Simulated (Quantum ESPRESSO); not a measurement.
# Dipole at the next field: Ta2NF2 MXene, 1 layer

**Set-up.** Quantum ESPRESSO 7.5, PBE, GBRV ultrasoft; sawtooth field along the normal with dipole correction, ions clamped, threshold 1e-9 Ry; cell area 9.454 Å².

| field (V/Å) | dipole (e Å a cell) |
| --- | --- |
| 0 | 0.00000 |
| 0.1 | 0.02767 |
| 0.2 | 0.05540 |

One more run was made and is withheld. What is the dipole at 0.4 V/Å, and what electrostatic thickness 4πα/A follows from the rows?

**Fit.** The slope is (0.05540 − (0.00000))/0.2 = 0.2770 e Å²/V, so 4πα/A = 180.95 × 0.2770/9.454 = 5.30 Å. Linear response gives p = 0.00000 + 0.2770 × (0.4) = 0.11080 e Å; a parabola through the three rows gives 0.11104.

**Check.** p = 0.11120 e Å. The line misses by 0.4 % of the induced dipole and the parabola by 0.1 %. The response is linear over this range.

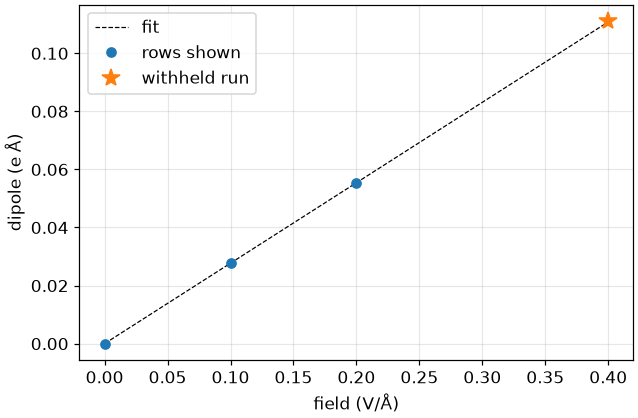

The rows shown, the fit and the withheld run.

**Limits.** Electrons alone respond; local and semilocal functionals tend to overscreen.
